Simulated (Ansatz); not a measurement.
Take Ag in the fcc (Cu type) structure (space group Fm-3m, No. 225; a = 4.149 Å) as the base.

Structures relaxed with PBE in Ansatz (plane waves to 420 eV, PAW, scalar-relativistic without spin-orbit coupling).

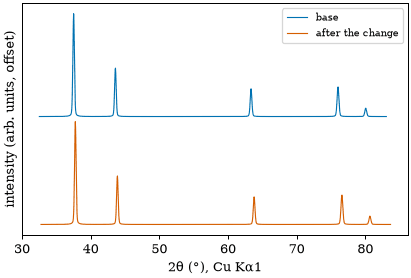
Simulated powder patterns before (top) and after one change

Question: Which of these changes matches the shifts?
A) pressure 9 GPa
B) pressure 18 GPa
C) pressure 1.8 GPa
D) pressure −2 GPa

Answer: C, pressure 1.8 GPa. Its volume per atom is 17.51 Å³ against 17.85 Å³, and its space group is Fm-3m (No. 225).

Load acts through the strain it causes; cell and atoms are relaxed under it. No phonon test of stability was made. Competing high-pressure phases were not computed.

Ansatz is a first-principles code.
